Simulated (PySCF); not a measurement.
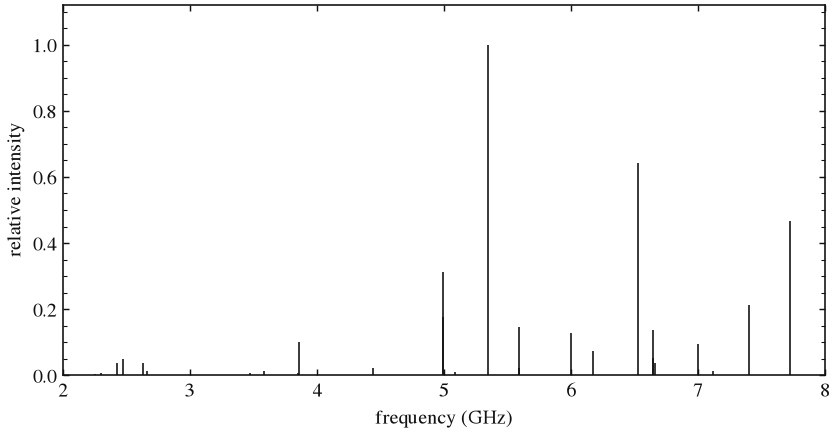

Simulated rotational absorption lines between 2 and 8 GHz at 10 K: rigid rotor with the equilibrium constants and dipole of one optimised conformer (PBE0-D3(BJ)/def2-SVP, PySCF 2.14.0), commonest isotopes; no centrifugal distortion, hyperfine structure, internal rotation or nuclear-spin weights; lines within 1 MHz of each other are summed.

### Which molecule gives this spectrum?
A. C₃H₇AlSi, SMILES C#[C][AlH][CH2][SiH3], singlet
B. C₂H₉GeNSi, SMILES C[Si@@H]1N[CH2][GeH2]1, singlet
C. C₃H₇FOSi, SMILES C[C@@H]1O[SiH2][C@@H]1F
D. BSiNH₆O, SMILES NBO[SiH3]

Option D. Rotational constants A, B, C = 16.25, 3.221, 2.777 GHz, |μa|, |μb|, |μc| = 0.65, 2.12, 0.01 D.

Known limits of this run: coarse grid, loose stop and no frequency check, small forces are noise and the end may be a saddle.
